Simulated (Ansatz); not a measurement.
## Al5W, pressure series

Consider Al$_{5}$W (space group P6_322, No. 182; a cell from a computed database, its experimental status unchecked).

```
CELL_PARAMETERS angstrom
      4.87629     0.00000     0.00000
     -2.43815     4.22299     0.00000
      0.00000     0.00000     8.82658
ATOMIC_POSITIONS crystal
  Al 0.00000 0.00000 0.75000
  Al 0.00000 0.00000 0.25000
  Al 0.33333 0.66667 0.75000
  Al 0.66667 0.33333 0.25000
  Al 0.33823 0.33823 0.00000
  Al 0.00000 0.33823 0.50000
  Al 0.66177 0.00000 0.00000
  Al 0.66177 0.66177 0.50000
  Al 0.00000 0.66177 0.00000
  Al 0.33823 0.00000 0.50000
  W  0.33333 0.66667 0.25000
  W  0.66667 0.33333 0.75000
```

Cell and atoms are relaxed at each pressure.

Method: Ansatz (a first-principles code), PBEsol, PAW, cutoff 420 eV, without spin-orbit coupling.

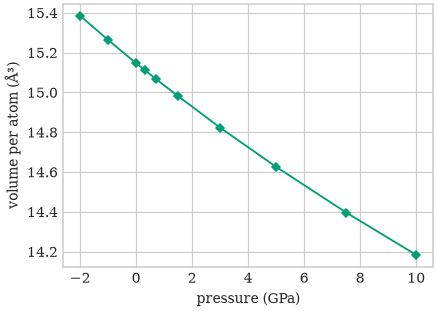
Volume per atom against pressure

### Question
From the plot, what is the volume per atom for pressure −1 GPa?

### Answer
About 15.3 Å³.

### Question
Is the trend monotonic over the range shown?

### Answer
Yes, it falls throughout, spanning 14.18 Å³ to 15.39 Å³.

Load acts through the strain it causes; cell and atoms are relaxed under it. No phonon test of stability was made. Competing high-pressure phases were not computed. All final runs are without spin polarisation.
